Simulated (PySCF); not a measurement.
**[PbI2]2+: other functionals and bases at one geometry**

How far do other levels of theory move the description of [PbI2]2+, and what does each cost? The species was built from a template and needn't be a known compound.

Computed with PySCF 2.14.0. Level: several levels, as the steps say, no spin–orbit coupling.

3 further runs of the same task are left out: 2 for a known fault of the program, 1 that didn't finish. Runs told in other sessions of the task aren't counted.

## 1. The system as given

3 atoms, charge 2, spin multiplicity 1.

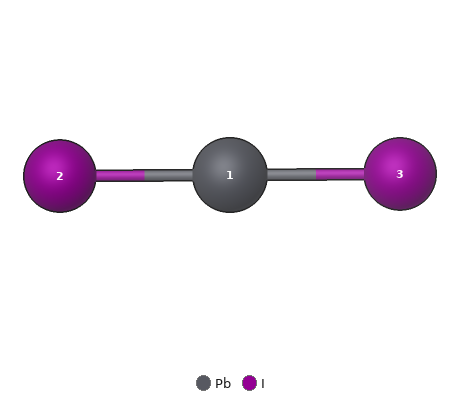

The geometry (lead dark grey, iodine purple); atoms are numbered from 1 in the order of the file.

Coordinates:

```
Pb    0.00000    0.00000    0.00000
I     0.00000    0.00000    2.68314
I     0.00000    0.00000   -2.68314
```

Formal oxidation states: Pb +4. An earlier session relaxed this geometry at BP86, Pb def2-SVP with ECP60, I def2-SVP with ECP28 (singlet, point group D∞h).

At BP86 on the finer grid: E = -787.965803 Eh, HOMO -17.15 eV, LUMO -16.42 eV, Mulliken charge on Pb1 +0.93 e, largest force component 0.012 eV/Å. The gap is small, and the closed shell wasn't tested for a lower spin-broken solution.

Levels to run: PBE; wB97X; B3LYP; TPSS; BP86, TZVP; BP86, x2c-SVP. Hardware: 2 threads of Arm Neoverse V2, shared host.

## 2. PBE

Contents of run.py (the lines that set the calculation):

```python
mol = gto.M(atom='''
Pb     0.00000     0.00000     0.00000
I      0.00000     0.00000     2.68314
I      0.00000     0.00000    -2.68314''',
    basis={'Pb': 'def2-SVP', 'I': 'def2-SVP'},
    ecp={'Pb': 'def2-SVP', 'I': 'def2-SVP'},
    charge=2, spin=0)
mf = dft.RKS(mol, xc='PBE')
mf.grids.atom_grid = (75, 302)
mf = mf.density_fit()  # fitting sets: Pb def2-universal-JKFIT, I def2-universal-JKFIT
mf.conv_tol = 1e-08; mf.max_cycle = 55
mf.kernel(dm0)  # dm0: the density of the relaxed state
```

Launch:

```console
> OMP_NUM_THREADS=2 python run.py
```

Output:

```text
init E= -787.56252607684
  HOMO = -0.62506130885397  LUMO = -0.597325353396087  gap/eV = 0.75473
cycle= 1 E= -787.562626945669  delta_E= -0.000101  |g|= 0.00264  |ddm|= 0.0709
  HOMO = -0.625342590086598  LUMO = -0.597870814955301  gap/eV = 0.74755
cycle= 2 E= -787.562628134443  delta_E= -1.19e-06  |g|= 0.00202  |ddm|= 0.0102
  HOMO = -0.625433971027251  LUMO = -0.597864661102041  gap/eV = 0.75020
cycle= 3 E= -787.562628519433  delta_E= -3.85e-07  |g|= 0.00158  |ddm|= 0.00562
  HOMO = -0.625402106551957  LUMO = -0.597837051586979  gap/eV = 0.75008
cycle= 4 E= -787.5626293392  delta_E= -8.2e-07  |g|= 0.000905  |ddm|= 0.00433
  HOMO = -0.62537032789053  LUMO = -0.59780815992678  gap/eV = 0.75000
cycle= 5 E= -787.562629745986  delta_E= -4.07e-07  |g|= 0.0002  |ddm|= 0.00179
  HOMO = -0.625378220864837  LUMO = -0.597809559364451  gap/eV = 0.75018
cycle= 6 E= -787.562629756931  delta_E= -1.09e-08  |g|= 0.000119  |ddm|= 0.000543
  HOMO = -0.625378015641851  LUMO = -0.597811859582988  gap/eV = 0.75011
cycle= 7 E= -787.562629763484  delta_E= -6.55e-09  |g|= 5.21e-06  |ddm|= 0.000202
  HOMO = -0.625376891184414  LUMO = -0.59781107933749  gap/eV = 0.75010
Extra cycle  E= -787.562629763422  delta_E= 6.23e-11  |g|= 1.26e-05  |ddm|= 3.07e-05
converged SCF energy = -787.562629763422
```

Wall time 2.7 s (2 threads of Arm Neoverse V2, shared host).

Result: E = -787.562630 Eh, HOMO -17.02 eV, LUMO -16.27 eV, Mulliken charge on Pb1 +0.94 e, largest force component 0.032 eV/Å. The gap is small, and the closed shell wasn't tested for a lower spin-broken solution.

## 3. wB97X

run.py (the lines that set the calculation): that of step 2 with these lines changed.

```diff
@@ -7,3 +7,3 @@
     charge=2, spin=0)
-mf = dft.RKS(mol, xc='PBE')
+mf = dft.RKS(mol, xc='WB97X')
 mf.grids.atom_grid = (75, 302)
```

Launch:

```console
> OMP_NUM_THREADS=2 python run.py
```

Output:

```text
init E= -787.640486081042
  HOMO = -0.74057247021449  LUMO = -0.508319645595804  gap/eV = 6.31992
cycle= 1 E= -787.652139863321  delta_E= -0.0117  |g|= 0.0421  |ddm|= 0.442
  HOMO = -0.741751179644429  LUMO = -0.508326486343327  gap/eV = 6.35181
cycle= 2 E= -787.653235612807  delta_E= -0.0011  |g|= 0.0223  |ddm|= 0.122
  HOMO = -0.743444051925947  LUMO = -0.50726458833337  gap/eV = 6.42677
cycle= 3 E= -787.653473993541  delta_E= -0.000238  |g|= 0.011  |ddm|= 0.0548
  HOMO = -0.743222368821957  LUMO = -0.506324478127428  gap/eV = 6.44632
cycle= 4 E= -787.653546376811  delta_E= -7.24e-05  |g|= 0.00107  |ddm|= 0.0297
  HOMO = -0.74309792728395  LUMO = -0.506033625327809  gap/eV = 6.45085
cycle= 5 E= -787.653548135813  delta_E= -1.76e-06  |g|= 0.00024  |ddm|= 0.00557
  HOMO = -0.743112306941828  LUMO = -0.506047862355302  gap/eV = 6.45085
cycle= 6 E= -787.653548232094  delta_E= -9.63e-08  |g|= 7.04e-05  |ddm|= 0.00137
  HOMO = -0.743110606332933  LUMO = -0.506047205401196  gap/eV = 6.45082
cycle= 7 E= -787.653548237451  delta_E= -5.36e-09  |g|= 9.53e-06  |ddm|= 0.000355
  HOMO = -0.743110243518244  LUMO = -0.506047924802994  gap/eV = 6.45079
Extra cycle  E= -787.653548237504  delta_E= -5.25e-11  |g|= 6.23e-06  |ddm|= 3.51e-05
converged SCF energy = -787.653548237504
```

Run time: 3.5 s. Hardware: 2 threads of Arm Neoverse V2, shared host.

It gives: E = -787.653548 Eh, HOMO -20.22 eV, LUMO -13.77 eV, Mulliken charge on Pb1 +1.01 e, largest force component 0.517 eV/Å. 

## 4. B3LYP

run.py (the lines that set the calculation): that of step 3 with these lines changed.

```diff
@@ -7,3 +7,3 @@
     charge=2, spin=0)
-mf = dft.RKS(mol, xc='WB97X')
+mf = dft.RKS(mol, xc='B3LYP')
 mf.grids.atom_grid = (75, 302)
```

Launch:

```console
> OMP_NUM_THREADS=2 python run.py
```

Output:

```text
init E= -787.798629055401
  HOMO = -0.655706845979769  LUMO = -0.578797352566333  gap/eV = 2.09281
cycle= 1 E= -787.79997198957  delta_E= -0.00134  |g|= 0.0336  |ddm|= 0.232
  HOMO = -0.653564583252983  LUMO = -0.57951630593015  gap/eV = 2.01496
cycle= 2 E= -787.798573336867  delta_E= 0.0014  |g|= 0.0666  |ddm|= 0.166
  HOMO = -0.655820359105785  LUMO = -0.580100813899784  gap/eV = 2.06043
cycle= 3 E= -787.800441538131  delta_E= -0.00187  |g|= 0.00199  |ddm|= 0.113
  HOMO = -0.655879180900175  LUMO = -0.58014023279521  gap/eV = 2.06096
cycle= 4 E= -787.800442208426  delta_E= -6.7e-07  |g|= 0.000432  |ddm|= 0.00304
  HOMO = -0.655816809650174  LUMO = -0.580057004602188  gap/eV = 2.06153
cycle= 5 E= -787.800442189828  delta_E= 1.86e-08  |g|= 0.000388  |ddm|= 0.00128
  HOMO = -0.655816107256572  LUMO = -0.580056079840402  gap/eV = 2.06154
cycle= 6 E= -787.800442262454  delta_E= -7.26e-08  |g|= 8.87e-05  |ddm|= 0.000814
  HOMO = -0.65582005570567  LUMO = -0.580061826263062  gap/eV = 2.06149
cycle= 7 E= -787.800442266089  delta_E= -3.63e-09  |g|= 9.6e-06  |ddm|= 0.000172
  HOMO = -0.655819636774866  LUMO = -0.580061191507408  gap/eV = 2.06149
Extra cycle  E= -787.80044226604  delta_E= 4.89e-11  |g|= 1.36e-05  |ddm|= 3.41e-05
converged SCF energy = -787.80044226604
```

Run time: 2.5 s. Hardware: 2 threads of Arm Neoverse V2, shared host.

It gives: E = -787.800442 Eh, HOMO -17.85 eV, LUMO -15.78 eV, Mulliken charge on Pb1 +0.97 e, largest force component 0.022 eV/Å. 

## 5. TPSS

run.py (the lines that set the calculation): that of step 4 with these lines changed.

```diff
@@ -7,3 +7,3 @@
     charge=2, spin=0)
-mf = dft.RKS(mol, xc='B3LYP')
+mf = dft.RKS(mol, xc='TPSS')
 mf.grids.atom_grid = (75, 302)
```

Launch:

```console
> OMP_NUM_THREADS=2 python run.py
```

Output:

```text
init E= -787.275455020248
  HOMO = -0.628530019187188  LUMO = -0.595539085592852  gap/eV = 0.89773
cycle= 1 E= -787.27578306532  delta_E= -0.000328  |g|= 0.027  |ddm|= 0.241
  HOMO = -0.627038168918437  LUMO = -0.596890286208708  gap/eV = 0.82037
cycle= 2 E= -787.273961105462  delta_E= 0.00182  |g|= 0.0695  |ddm|= 0.173
  HOMO = -0.628750035664531  LUMO = -0.597084295755089  gap/eV = 0.86167
cycle= 3 E= -787.27609634645  delta_E= -0.00214  |g|= 0.005  |ddm|= 0.122
  HOMO = -0.62838090463793  LUMO = -0.596598348464271  gap/eV = 0.86485
cycle= 4 E= -787.276099952873  delta_E= -3.61e-06  |g|= 0.000949  |ddm|= 0.00799
  HOMO = -0.628406105603623  LUMO = -0.596612050571303  gap/eV = 0.86516
cycle= 5 E= -787.276099839331  delta_E= 1.14e-07  |g|= 0.00105  |ddm|= 0.00315
  HOMO = -0.628417708018207  LUMO = -0.596618198210155  gap/eV = 0.86531
cycle= 6 E= -787.276100419218  delta_E= -5.8e-07  |g|= 3.57e-05  |ddm|= 0.00196
  HOMO = -0.628419797963484  LUMO = -0.596618781202417  gap/eV = 0.86535
cycle= 7 E= -787.276100419671  delta_E= -4.53e-10  |g|= 1.33e-05  |ddm|= 6.99e-05
  HOMO = -0.628416570698089  LUMO = -0.596616594655949  gap/eV = 0.86532
Extra cycle  E= -787.276100419578  delta_E= 9.3e-11  |g|= 2.02e-05  |ddm|= 6.03e-05
converged SCF energy = -787.276100419578
```

It took 3.1 s on 2 threads of Arm Neoverse V2, shared host.

Read off: E = -787.276100 Eh, HOMO -17.10 eV, LUMO -16.23 eV, Mulliken charge on Pb1 +0.99 e, largest force component 0.099 eV/Å. The gap is small, and the closed shell wasn't tested for a lower spin-broken solution.

## 6. BP86, TZVP

Basis: Pb def2-TZVP with ECP60, I def2-TZVP with ECP28. 

Contents of run.py (the lines that set the calculation):

```python
mol = gto.M(atom='''
Pb     0.00000     0.00000     0.00000
I      0.00000     0.00000     2.68314
I      0.00000     0.00000    -2.68314''',
    basis={'Pb': 'def2-TZVP', 'I': 'def2-TZVP'},
    ecp={'Pb': 'def2-TZVP', 'I': 'def2-TZVP'},
    charge=2, spin=0)
mf = dft.RKS(mol, xc='B88,P86')
mf.grids.atom_grid = (75, 302)
mf = mf.density_fit()  # fitting sets: Pb def2-universal-JKFIT, I def2-universal-JKFIT
mf.conv_tol = 1e-08; mf.max_cycle = 55
mf.kernel(dm0)  # dm0: free metal ions and neutral atoms
```

Launch:

```console
> OMP_NUM_THREADS=2 python run.py
```

Output:

```text
init E= -787.946737576914
  HOMO = -0.653721082515364  LUMO = -0.614381701599868  gap/eV = 1.07048
cycle= 1 E= -787.15926787196  delta_E= 0.787  |g|= 1.63  |ddm|=  3.4
  HOMO = -0.655174520239271  LUMO = -0.440374886546233  gap/eV = 5.84500
cycle= 2 E= -784.871126175805  delta_E= 2.29  |g|= 3.32  |ddm|= 5.92
  HOMO = -0.641393217174585  LUMO = -0.582836453740257  gap/eV = 1.59341
cycle= 3 E= -787.895826142033  delta_E= -3.02  |g|= 0.489  |ddm|= 3.86
  HOMO = -0.612990083688192  LUMO = -0.586346885707661  gap/eV = 0.72500
cycle= 4 E= -787.98740108789  delta_E= -0.0916  |g|= 0.206  |ddm|= 1.27
  HOMO = -0.62805335699237  LUMO = -0.595896673372528  gap/eV = 0.87503
cycle= 5 E= -788.004855152813  delta_E= -0.0175  |g|= 0.0549  |ddm|= 0.408
  HOMO = -0.626346816553385  LUMO = -0.594289290908715  gap/eV = 0.87233
cycle= 6 E= -788.00535016412  delta_E= -0.000495  |g|= 0.00771  |ddm|= 0.0631
  HOMO = -0.626039701811136  LUMO = -0.593879501133562  gap/eV = 0.87512
cycle= 7 E= -788.005367398763  delta_E= -1.72e-05  |g|= 0.00247  |ddm|= 0.0112
  HOMO = -0.626060605562608  LUMO = -0.593982789375947  gap/eV = 0.87288
cycle= 8 E= -788.005369047213  delta_E= -1.65e-06  |g|= 0.000167  |ddm|= 0.00402
  HOMO = -0.626060034872674  LUMO = -0.593993922030116  gap/eV = 0.87256
cycle= 9 E= -788.005369053603  delta_E= -6.39e-09  |g|= 2.4e-05  |ddm|= 0.000228
  HOMO = -0.626063662271897  LUMO = -0.593994047036816  gap/eV = 0.87266
Extra cycle  E= -788.005369052366  delta_E= 1.24e-09  |g|= 6.28e-05  |ddm|= 0.00015
converged SCF energy = -788.005369052366
```

It took 8.1 s on 2 threads of Arm Neoverse V2, shared host.

Result: E = -788.005369 Eh, HOMO -17.04 eV, LUMO -16.16 eV, Mulliken charge on Pb1 +1.00 e, largest force component 0.285 eV/Å. The gap is small, and the closed shell wasn't tested for a lower spin-broken solution.

## 7. BP86, x2c-SVP

Basis: Pb x2c-SVPall, I x2c-SVPall. All electrons are treated, with the spin-free X2C Hamiltonian.

Contents of run.py (the lines that set the calculation):

```python
mol = gto.M(atom='''
Pb     0.00000     0.00000     0.00000
I      0.00000     0.00000     2.68314
I      0.00000     0.00000    -2.68314''',
    basis={'Pb': 'x2c-SVPall', 'I': 'x2c-SVPall'},
    nucmod='G',
    charge=2, spin=0)
mf = dft.RKS(mol, xc='B88,P86')
mf.grids.atom_grid = (99, 590)
mf = mf.density_fit()  # fitting sets: Pb AutoAux, I AutoAux
mf = mf.sfx2c1e()
mf.conv_tol = 1e-08; mf.max_cycle = 55
mf.kernel(dm0)  # dm0: free metal ions and neutral atoms
```

Launch:

```console
> OMP_NUM_THREADS=2 python run.py
```

Output:

```text
init E= -35117.7197220604
  HOMO = -0.64286426799567  LUMO = -0.604496804784479  gap/eV = 1.04403
cycle= 1 E= -35116.8402253094  delta_E= 0.879  |g|= 1.41  |ddm|= 3.98
  HOMO = -0.645092574750928  LUMO = -0.435619773851183  gap/eV = 5.70005
cycle= 2 E= -35114.988588008  delta_E= 1.85  |g|=  2.4  |ddm|= 6.64
  HOMO = -0.642548034697361  LUMO = -0.593286961576458  gap/eV = 1.34046
cycle= 3 E= -35117.6458506755  delta_E= -2.66  |g|= 0.341  |ddm|= 4.55
  HOMO = -0.621036505774431  LUMO = -0.596713636210066  gap/eV = 0.66186
cycle= 4 E= -35117.7065258379  delta_E= -0.0607  |g|= 0.119  |ddm|= 1.05
  HOMO = -0.631599240323919  LUMO = -0.605817946525092  gap/eV = 0.70154
cycle= 5 E= -35117.7124334969  delta_E= -0.00591  |g|= 0.0186  |ddm|= 0.231
  HOMO = -0.630185241052168  LUMO = -0.604014138096653  gap/eV = 0.71215
cycle= 6 E= -35117.7125551899  delta_E= -0.000122  |g|= 0.00486  |ddm|= 0.0379
  HOMO = -0.630551214634404  LUMO = -0.60421492352873  gap/eV = 0.71665
cycle= 7 E= -35117.7125642898  delta_E= -9.1e-06  |g|= 0.00163  |ddm|= 0.00926
  HOMO = -0.63053767321121  LUMO = -0.604208083619584  gap/eV = 0.71646
cycle= 8 E= -35117.7125654184  delta_E= -1.13e-06  |g|= 0.000414  |ddm|= 0.0024
  HOMO = -0.630546949524339  LUMO = -0.604205707033227  gap/eV = 0.71678
cycle= 9 E= -35117.7125654996  delta_E= -8.12e-08  |g|= 1.37e-05  |ddm|= 0.000876
  HOMO = -0.630547625342742  LUMO = -0.604205897873694  gap/eV = 0.71679
cycle= 10 E= -35117.7125654997  delta_E= -9.46e-11  |g|= 2.75e-06  |ddm|= 3.47e-05
  HOMO = -0.630547196027629  LUMO = -0.604205664199395  gap/eV = 0.71679
Extra cycle  E= -35117.7125654997  delta_E= 3.64e-11  |g|= 9.36e-06  |ddm|= 2.51e-05
converged SCF energy = -35117.7125654997
```

It took 20 s on 2 threads of Arm Neoverse V2, shared host.

It gives: E = -35117.712565 Eh, HOMO -17.16 eV, LUMO -16.44 eV, Mulliken charge on Pb1 +1.03 e, largest force component 0.146 eV/Å. The gap is small, and the closed shell wasn't tested for a lower spin-broken solution.

## 8. Results

| level | state | HOMO (eV) | gap (eV) | charge on Pb1 (e) | dipole (D) | largest force component (eV/Å) | basis functions | time |
| --- | --- | --- | --- | --- | --- | --- | --- | --- |
| BP86 (relaxed here) | singlet | -17.15 | 0.73 | 0.93 | 0.00 | 0.01 | 78 | 4.3 s |
| PBE | singlet | -17.02 | 0.75 | 0.94 | 0.00 | 0.03 | 78 | 2.7 s |
| wB97X | singlet | -20.22 | 6.45 | 1.01 | 0.00 | 0.52 | 78 | 3.5 s |
| B3LYP | singlet | -17.85 | 2.06 | 0.97 | 0.00 | 0.02 | 78 | 2.5 s |
| TPSS | singlet | -17.10 | 0.87 | 0.99 | 0.00 | 0.10 | 78 | 3.1 s |
| BP86, TZVP | singlet | -17.04 | 0.87 | 1.00 | 0.00 | 0.29 | 150 | 8.1 s |
| BP86, x2c-SVP | singlet | -17.16 | 0.72 | 1.03 | 0.00 | 0.15 | 134 | 20 s |

Times are on 2 threads of Arm Neoverse V2, shared host; the first row also made further properties. The dipole of a charged species depends on the origin, so these sizes hold for this origin alone.

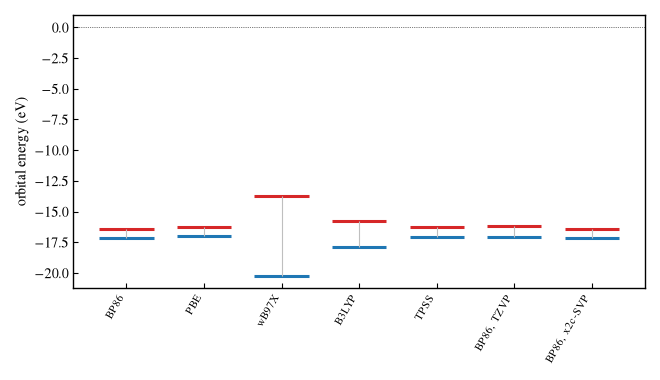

Highest filled and lowest empty level, method by method.

In one basis the HOMO–LUMO gap runs from 0.73 eV (BP86) to 6.45 eV (wB97X). The largest leftover force, 0.52 eV/Å with wB97X, stands at a geometry relaxed at another level. The Mulliken charge on Pb spans +0.93 to +1.03 e over the levels. Total energies of different levels can't be compared. Spin–orbit coupling is left out throughout.
